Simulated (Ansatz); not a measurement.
Process, species as SMILES: Cl atom → [Cl-] (an electron is taken up)
B3LYP-D3(BJ)/def2-TZVP geometries, fixed; electronic energies without zero-point terms; positive where energy is released.

Basis-set convergence of the adiabatic electron affinity at wB97M-V with Ansatz (a quantum-chemistry and plane-wave program). Cartesian d functions, on some or all atoms, in 6-31+G*, 6-311+G**; all else is spherical. The program fits the integrals of some runs and decomposes those of others, by size. Open shells are unrestricted. The functional holds VV10 correlation; no added dispersion term, no relativity. Functions are those of the species that has most. Reference: the value in aug-cc-pV(5+d)Z, 3.633 eV. Deviations are taken from unrounded values.

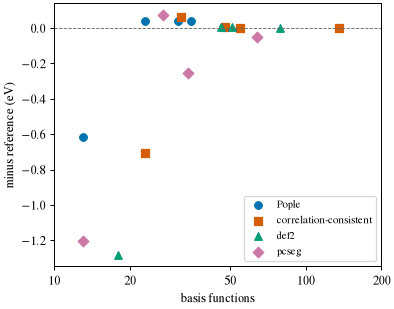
Figure. Deviation from the reference against the number of basis functions, by family of sets.

| basis | functions | adiabatic electron affinity (eV) | minus reference (eV) |
|---|---|---|---|
| 3-21G | 13 | 3.015 | -0.618 |
| pcseg-0 | 13 | 2.430 | -1.203 |
| def2-SVP | 18 | 2.352 | -1.281 |
| 6-31+G* | 23 | 3.673 | 0.040 |
| cc-pV(D+d)Z | 23 | 2.924 | -0.709 |
| aug-pcseg-1 | 27 | 3.705 | 0.072 |
| 6-311+G** | 31 | 3.674 | 0.041 |
| aug-cc-pV(D+d)Z | 32 | 3.698 | 0.065 |
| pcseg-2 | 34 | 3.381 | -0.251 |
| 6-311++G(2d,2p) | 35 | 3.672 | 0.039 |
| def2-TZVPD | 46 | 3.638 | 0.005 |
| 6-311++G(3df,3pd) | 47 | 3.642 | 0.009 |
| jun-cc-pV(T+d)Z | 48 | 3.639 | 0.006 |
| def2-TZVPPD | 51 | 3.637 | 0.005 |
| aug-cc-pV(T+d)Z | 55 | 3.635 | 0.002 |
| pcseg-3 | 64 | 3.584 | -0.049 |
| def2-QZVPPD | 79 | 3.633 | 0.001 |
| aug-cc-pV(5+d)Z | 136 | 3.633 | 0.000 |
